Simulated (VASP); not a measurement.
Band structure of PtS (relaxed from the rock salt structure, space group Fm-3m). Calculation: PBE GGA, VASP's PBE PAW potentials (set 64) (plane waves; VASP).

Unless said otherwise, spin-orbit coupling is left out, though it shifts the bands of the heavy elements here.

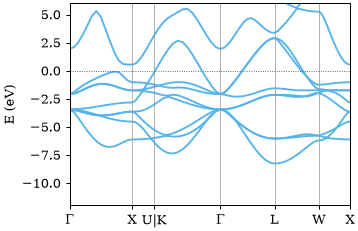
Figure. Bands along high-symmetry lines, zero at the valence-band maximum or, without a gap, the Fermi level

Question: Read the plot: is there a gap, and where are the band edges?

Answer: It has no gap at this level: it comes out as a metal or semimetal. (Edges off the drawn lines would not show.)

The structure was generated: PtS was put into the rock salt type (Fm-3m), which need not be its known phase. It was relaxed first, which changed the volume by -9 %.
